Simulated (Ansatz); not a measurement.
## Convergence study of shifted k-point meshes for Au (P-1, 2 atoms in the cell)

```
CELL_PARAMETERS angstrom
      2.82957     0.00000     0.00000
     -0.01302     2.83428     0.00000
     -1.14359    -1.19134     4.94864
ATOMIC_POSITIONS crystal
  Au 0.33124 0.33829 0.73604
  Au 0.67286 0.66596 0.27406
```

Computed with LDA (PW92), default PAW files made with PBE (plane waves; Ansatz, a first-principles code).

Base settings: basis.ecutwfc = 420 eV; kpoints.mp_grid.grid = 12 12 7; hamiltonian.xc = lda; hamiltonian.pseudopotentials = {kind: paw} (the program's default PAW files); scf.occupations.method = gaussian; scf.occupations.width = 0.1 eV.

In this ladder: kpoints.mp_grid.shift = 0.5 0.5 0.5.

Only quantities that move along the ladder and can be compared are tabulated.

The count of work is k-points × plane waves × bands × iterations; it is no time. Core times come from one kind of shared machine, to one figure; runs under 30 s give none.

The starting cell comes from a database of computed structures (which also holds hypothetical and non-ambient phases and stackings), without a prior relaxation at this level. Its lattice was rescaled by up to half a per cent. One atom was moved a little off its site on purpose. In the base run, with a pressure of about -13 GPa the cell is away from its equilibrium volume at this level. Ansatz's pressure includes its estimate of the finite-basis (Pulay) stress.

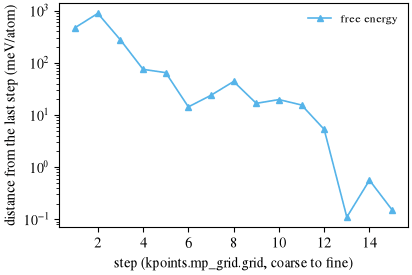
Fig. 1. Distance from the last step along the ladder; very small values are drawn at a floor.

| kpoints.mp_grid.grid | free energy less the last step's (meV/atom) | pressure (GPa) | largest difference of a force vector from the last step's (eV/Å) | count of work / last | core time / last (rough) |
|---|---|---|---|---|---|
| 2 2 1 | -471.94 | -26.23 | 1.079 | 0.00053 | – |
| 2 2 2 | -884.50 | -27.92 | 0.384 | 0.00092 | – |
| 3 3 2 | 273.91 | -10.90 | 0.227 | 0.0021 | – |
| 4 4 2 | 74.80 | -12.46 | 0.148 | 0.0032 | – |
| 4 4 3 | 64.71 | -12.74 | 0.092 | 0.0047 | – |
| 5 5 3 | -14.26 | -13.41 | 0.109 | 0.0087 | – |
| 6 6 3 | 23.83 | -12.79 | 0.023 | 0.011 | – |
| 6 6 4 | 43.81 | -12.65 | 0.006 | 0.014 | – |
| 7 7 4 | -16.69 | -13.69 | 0.033 | 0.019 | – |
| 8 8 4 | 19.71 | -13.17 | 0.044 | 0.025 | – |
| 8 8 5 | 15.51 | -13.16 | 0.031 | 0.032 | – |
| 10 10 6 | 5.28 | -13.33 | 0.017 | 0.059 | – |
| 13 13 7 | -0.11 | -13.25 | 0.007 | 0.12 | – |
| 15 15 9 | 0.56 | -13.27 | 0.001 | 0.20 | 0.2 |
| 19 19 11 | 0.15 | -13.28 | 0.003 | 0.39 | 0.4 |
| 26 26 15 | 0.00 | -13.28 | 0.000 | 1.0 | 1 |

Coarsest kpoints.mp_grid.grid that holds the free energy within 0.5 meV/atom of the last step, with all finer ones: 19 19 11, at 0.39 of the last step's count of work and about 0.4 of the last step's time; the step before is off by 0.56 meV/atom.

Coarsest kpoints.mp_grid.grid that holds the pressure within 1 GPa of the last step, with all finer ones: 4 4 2, at 0.0032 of the last step's count of work; the step before is off by 2.4 GPa.

Coarsest kpoints.mp_grid.grid that holds the forces within 0.02 eV/Å of the last step, with all finer ones: 10 10 6, at 0.059 of the last step's count of work; the step before is off by 0.031 eV/Å.

Keys are those of Ansatz 0.2.
